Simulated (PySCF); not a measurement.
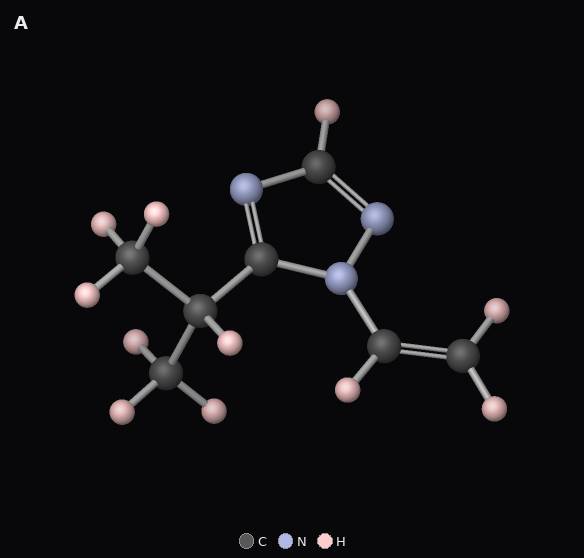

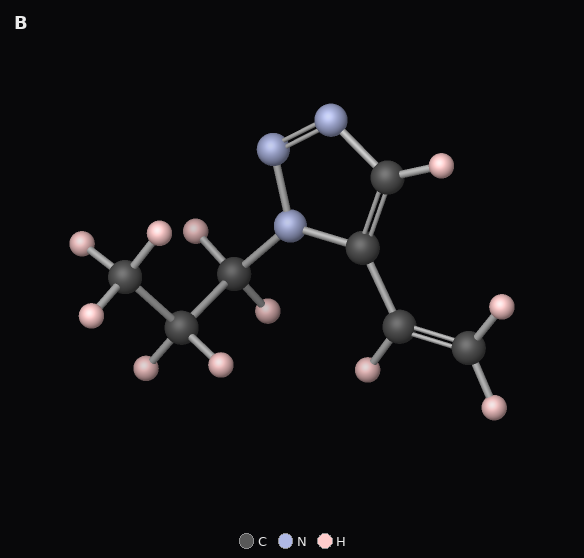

2 stationary structures of one formula. Geometries: GFN2-xTB. Electronic energies: PBE0/pcSseg-1 (PySCF 2.14.0), without zero-point energy. No frequency run is at hand to confirm each as a minimum. Each is one conformer, not always the lowest.

Question: Are they conformers, stereoisomers or constitutional isomers?

Answer: They are constitutional isomers of C7H11N3: A `C=Cn1ncnc1C(C)C`, B `C=Cc1cnnn1CCC`.

Question: Which structure is the most stable?

Answer: A is lowest; B lies 0.813 eV above it.
